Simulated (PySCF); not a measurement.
F$_{2}$H$_{3}$OSi$_{2}$ (doublet)

```xyz
8

Si   -1.4912   -0.5391    0.8988
Si    1.3177    0.2618   -0.4655
F    -2.4441   -1.4841    0.0013
F    -2.3984    0.7195    1.3464
O    -0.2688    0.0024   -0.0282
H     1.4413    0.0424   -1.9320
H     1.6924    1.6610   -0.1193
H     2.1971   -0.6922    0.2705
```

Geometry: PBE0-D3(BJ)/def2-SVP.

Level of theory: PySCF 2.14.0, density-fitted response routines, UKS B3LYP, IGLO-III on F O Si, pcH-1 on H, non-relativistic, mean-field spin-orbit, GIAO.

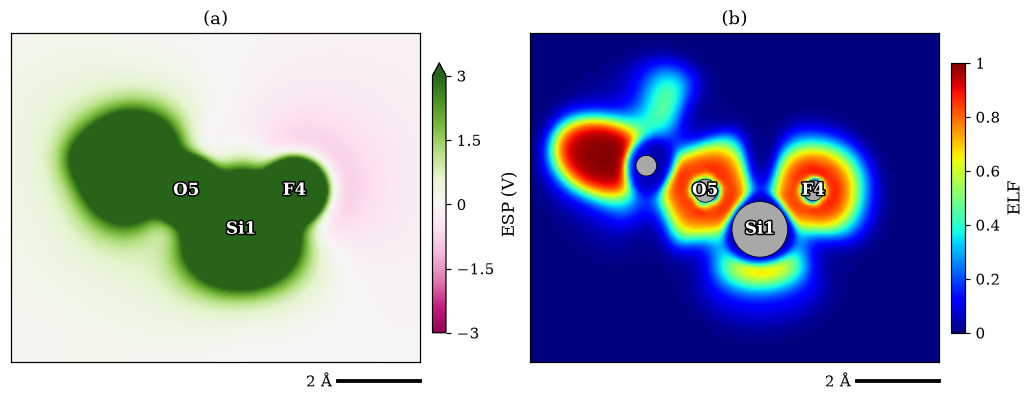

Figure 1. (a) molecular electrostatic potential; (b) ELF on the plane of atoms F4, Si1 and O5. Grey discs cover the atomic cores in the ELF map.

**What does the map show?**

- The section cuts through Si, F and O sites.
- Si–F (1.61 Å): the ELF peaks at about 0.85 in the valence shell of F, 0.5 Å from its nucleus, and is about 0.50 at the midpoint.
- Si–O (1.63 Å): the ELF peaks at about 0.85 between the atoms: a polar covalent bond.
- The ELF also peaks beside O5 and F4, away from the bonds: non-bonding electrons, paired or unpaired.
- Outside the dense part of the molecule the potential is most negative (−0.8 V) near F4.

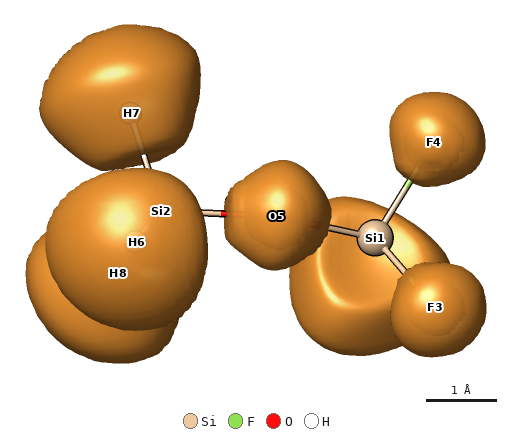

Figure 2. Isosurface of the electron localisation function at 0.8 (orange), seen at a tilt. Core shells and regions of very low density are left out.

**Identify the bonds, lone pairs and shells in this picture.**

The ELF exceeds this value in three regions around hydrogen nuclei, one lobe on Si, pointing away from the bonds (non-bonding electrons), two regions wrapped around F (its lone pairs, merged into a ring or cap) and one region wrapped around O (its lone pairs, merged into a ring or cap).

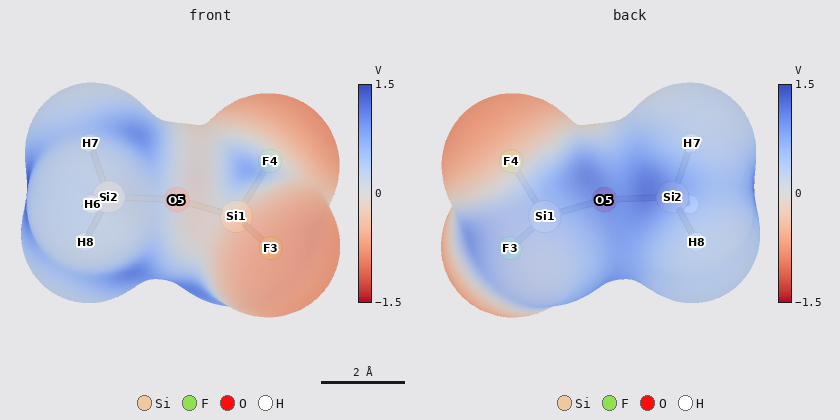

Figure 3. The electrostatic potential painted on the density surface at 0.001 e/bohr³, seen from the front and from behind; red is negative and blue positive.

**Where is the surface potential most negative and most positive?**

The most negative region (about −0.7 V, or −16 kcal/mol for a unit charge) lies over F3 and F4, the most positive (about +1.4 V, or +32 kcal/mol for a unit charge) over Si2.
